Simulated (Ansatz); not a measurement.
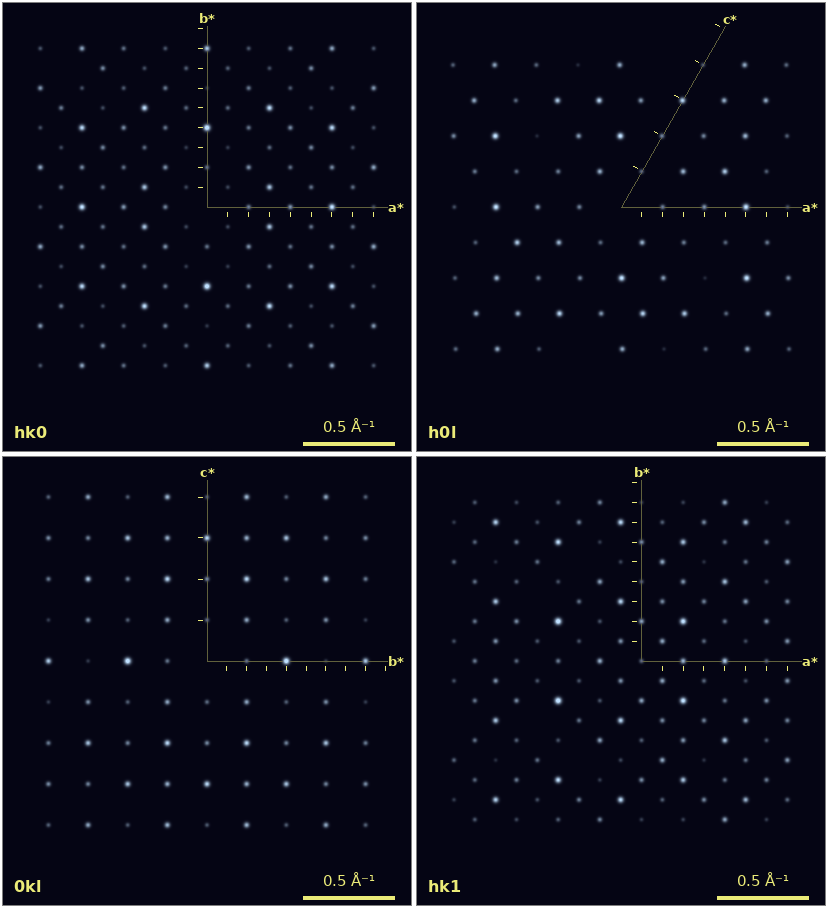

Simulated precession-type sections (X-rays; kinematic intensities, B = 0.5 Å²). The ticks mark integer indices of the conventional cell.

The compound is Sc2Si2Au7. Structure: the geometry relaxed with DFT, PAW plane waves, pbe in Ansatz 0.2.0; the starting structure was generated, so it need not be a known form of this composition.

### What cell do the layers give?

a* = 0.115, b* = 0.109, c* = 0.226 Å⁻¹, β* = 60.0°; the cell is monoclinic with a = 10.07 Å, b = 9.16 Å, c = 5.12 Å, β = 120.00°.

### List the systematic absences.

Reflections are present only under these conditions. hkl: h + k = 2n; hk0: h + k = 2n; h0l: h = 2n; 0kl: k = 2n; h00: h = 2n; 0k0: k = 2n; 00l: no condition. The lattice is C-centred (C). A few very weak reflections are below the display threshold.

### Which space groups fit?

The intensities have Laue symmetry 2/m (the hk0 layer shows 2mm, hk1 shows m). With these conditions the candidates are C2 (No. 5), Cm (No. 8), C2/m (No. 12). Diffraction geometry alone does not choose among them; the structure has C2/m.
